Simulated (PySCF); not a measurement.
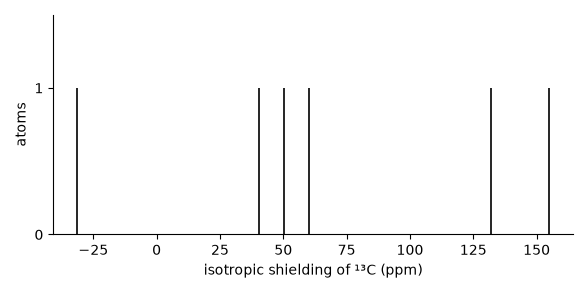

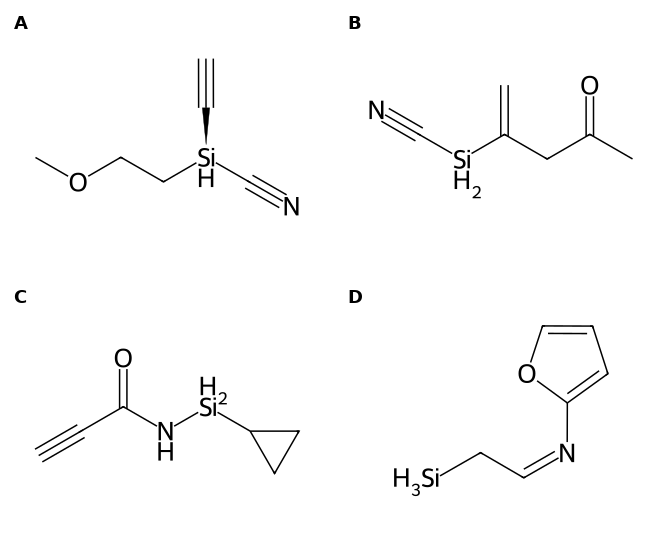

The sticks are computed shieldings of one of the molecules, for one fixed geometry (GFN2-xTB) without averaging over rotations. Low shielding means a high chemical shift. Method: GIAO PBE0/pcSseg-1 NMR shielding, non-relativistic, gas phase (PySCF 2.14.0).

> Which molecule gives this pattern?

B, `C=C(CC(C)=O)[SiH2]C#N`. Its 6 C atoms give lines at −31.5, 40.2, 50.2, 60.1, 132.1, 155.0 ppm.

The geometry is semi-empirical. Around Si such bond lengths and angles can be off by a tenth of an ångström or more and by several degrees, and values that hang on the shape move with them.
